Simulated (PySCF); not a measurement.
Molecule: C₂H₁₁GeNSi, SMILES C[SiH2][N](C)[GeH3]. Atoms near the plane z = 0.0 Å, at the GFN2-xTB optimised geometry (x, y, z in Å): Si1 (0.1, 0.2, 0.0), C2 (-0.5, 2.0, 0.0), H6 (1.6, 0.2, 0.0), H8 (-1.6, 2.0, 0.1), H9 (-0.1, 2.5, 0.8), H10 (-0.2, 2.4, -0.9), H12 (-0.4, -2.5, 0.5).

Computed with PySCF with PBE0/def2-TZVP. Cells within 0.4 Å of a nucleus heavier than hydrogen are left out (blank, or x). The values are rescaled to run from 0 to 1.

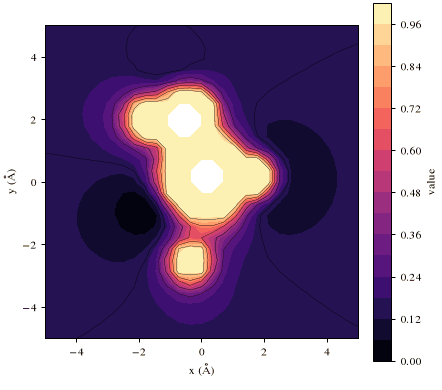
Fig. 1. a field on the plane z = 0.0 Å.

### Question
Which quantity is mapped?
A) log10 of the electron density
B) electrostatic potential
C) deformation density (molecule minus spherical neutral atoms)
D) electron localisation function

### Answer
B, electrostatic potential. In full: electrostatic potential (hartree/e), clipped to [-0.08, 0.12].
